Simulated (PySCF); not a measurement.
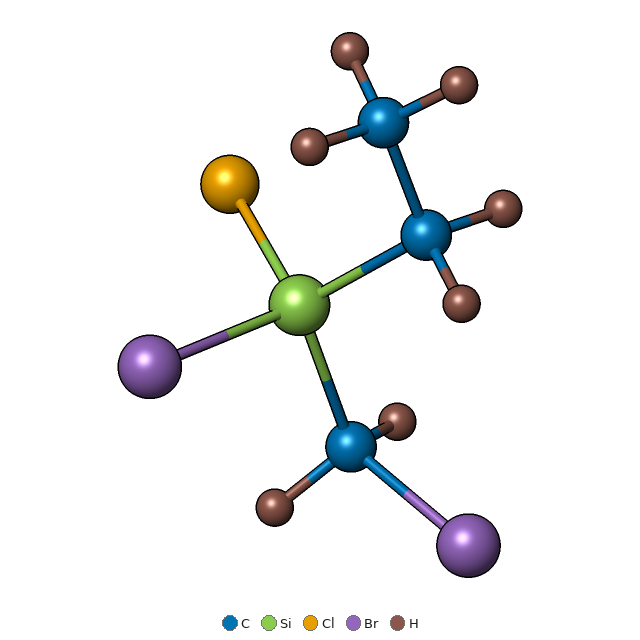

Source: calculation with PySCF.

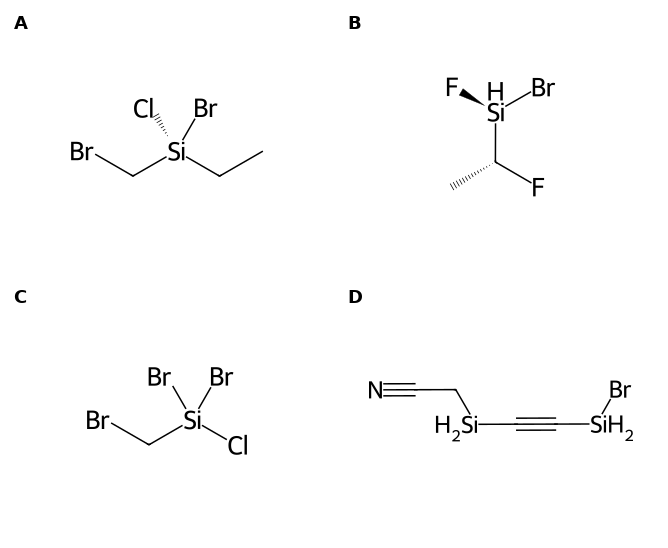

Which structural formula matches the 3D model?

Answer. A, `CC[Si@](Cl)(Br)CBr`.
